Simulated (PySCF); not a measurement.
# C2H8N2O2W (SMILES C[N]=[W]([OH])([OH])=[N]C): what the fields show

```xyz
15

W    -1.0070   -0.1406   -0.4665
N    -0.7372    0.1294    1.2439
C    -0.0715    0.4162    2.4611
H    -0.3112    1.4356    2.8118
H    -0.3835   -0.2861    3.2540
H     1.0270    0.3443    2.3635
N     0.5234   -0.1802   -1.3189
C     1.9143   -0.1873   -1.5939
H     2.1158   -0.6062   -2.5956
H     2.3381    0.8323   -1.5661
H     2.4694   -0.7988   -0.8610
O    -2.0249    1.3438   -1.1226
H    -1.8001    1.7974   -1.9407
O    -1.8386   -1.8526   -0.6790
H    -2.2469   -2.3232    0.0539
```

Geometry: PBE0-D3(BJ)/def2-SVP; core potentials replace the inner electrons of W.

All numbers below come from PySCF, PBE0/def2-SVPD, SCF density, gas phase, scalar-relativistic core potentials on the heavy atoms.

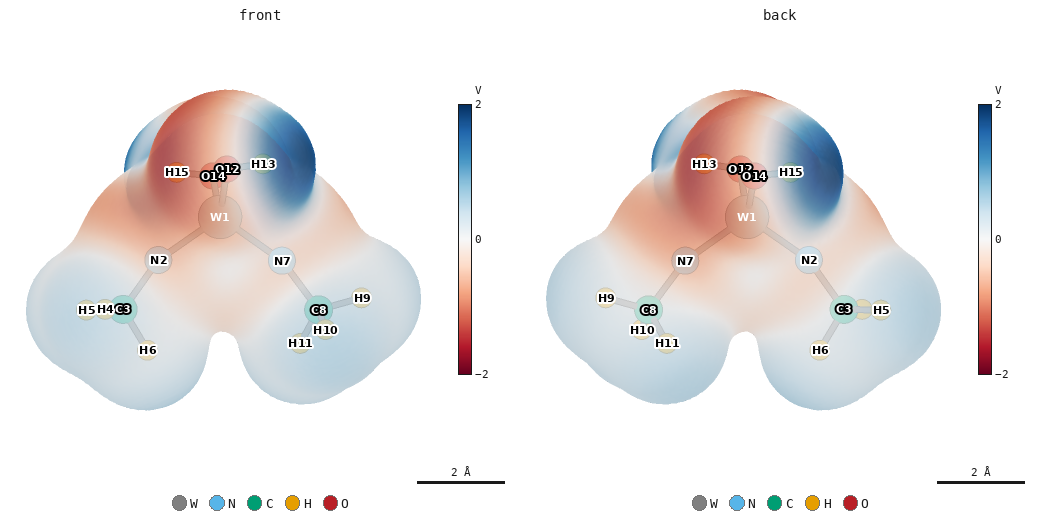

Figure 1. The electrostatic potential painted on the density surface at 0.001 e/bohr³, seen from the front and from behind; the colour scale runs from red (negative) to blue (positive).

**Where is the surface potential most negative and most positive?**

The most negative region (about −1.3 V) lies over O12 and O14, the most positive (about +1.9 V) over H13 and H15.

**What dipole moment does the calculation give?**

Its dipole moment is 1.64 D.

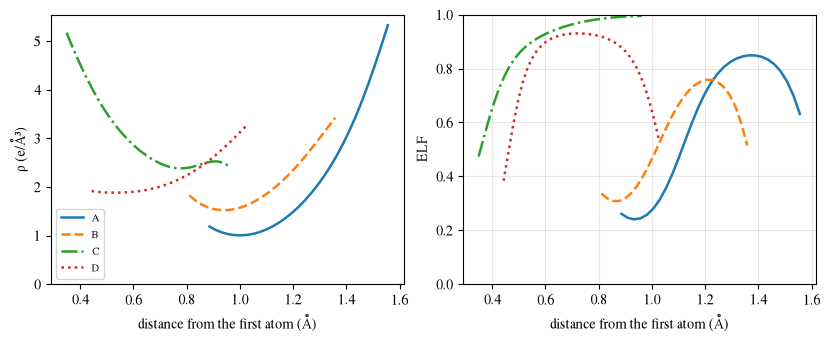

Figure 2. Electron density and ELF along straight lines between neighbouring atoms. The curves leave out the atomic cores.

**Which curve belongs to which contact (C–N, O–H, W–N and W–O)? The first atom named is at distance zero.**

Curve A: W–O (1.92 Å): ρ is about 1 e/Å³ halfway; the ELF peaks at about 0.85 in the valence shell of O, 0.6 Å from its nucleus, and drops to about 0.25 between the two atoms. Curve B: W–N (1.75 Å): ρ is about 1.6 e/Å³ halfway; the ELF peaks at about 0.75 in the valence shell of N, 0.5 Å from its nucleus, and drops to about 0.30 between the two atoms. Curve C: O–H (0.96 Å): ρ at the midpoint is about 3.7 e/Å³; the ELF climbs to about 1 towards the hydrogen, as it does in any bond to H: a covalent bond by its length. Curve D: C–N (1.42 Å): the density is about 2 e/Å³ at the midpoint; the ELF peaks at about 0.95 between the atoms: localised, covalent bonding.
